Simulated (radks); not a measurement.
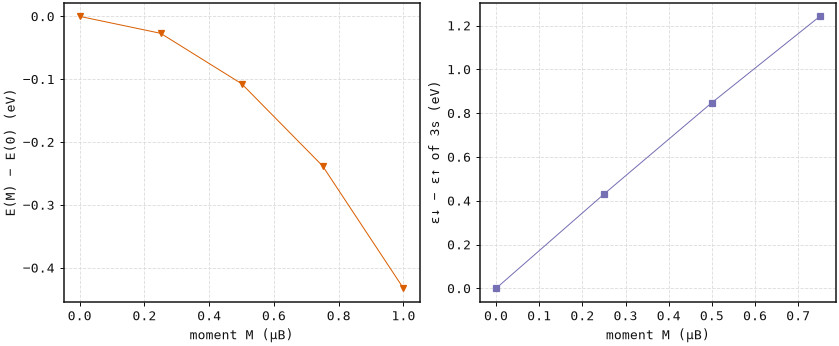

For Al²⁺ in [Ne] 3s1, the spin moment of the 3s shell is fixed at a series of values. Computed with the in-house radial solver radks: scalar-relativistic Kohn-Sham, PBE, spin-polarised, spherical densities, finite nucleus. The plot shows the energy and the exchange splitting.

Question: What is the spin-polarisation energy, and which exchange integral follows?

Answer: The energy falls with the moment, to −0.433 eV at M = 1 μB, the largest moment run; with one electron or hole in the shell the exact energy would hardly depend on M, so most of the fall is the functional's fractional-spin error. A fit E = −I M²/4 gives an exchange integral I of about 1.7 eV, and the exchange splitting grows nearly in proportion to M, to 1.24 eV (1.7 eV per μB).
